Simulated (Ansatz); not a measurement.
The figure comes from a scan of TiC (rock salt): a phonon pattern at L = (0.5, 0.0, 0.0) is frozen into a 4-atom cell, Q being the largest atomic displacement. Level of theory: PBE (plane waves to 420 eV, PAW, scalar-relativistic; Ansatz, a first-principles code). k mesh 9×18×18 (Γ-centred), Fermi-Dirac smearing 0.05 eV. With partly filled bands, energies and forces of such displacements shift with the k mesh and the smearing. TiC is run without spin polarisation. TiC was relaxed with its symmetry unable to fall. 

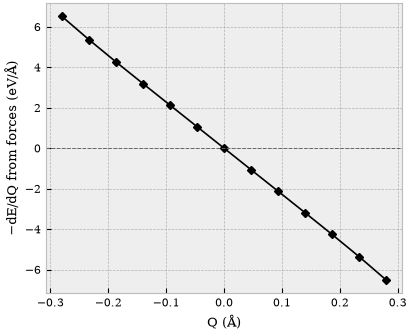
−dE/dQ from forces (eV/Å) against Q (Å); one marker a computed point.

List the plotted points as numbers.

To the nearest 0.2:

```tsv
Q (Å)	−dE/dQ from forces (eV/Å)
-0.280	6.6
-0.233	5.4
-0.187	4.2
-0.140	3.2
-0.093	2.2
-0.047	1.0
0.000	0.0
0.047	-1.0
0.093	-2.2
0.140	-3.2
0.187	-4.2
0.233	-5.4
0.280	-6.6
```

(A displaced cell: forces are minus the slopes of the energy, force constants its curvatures, and phonons follow from these.)
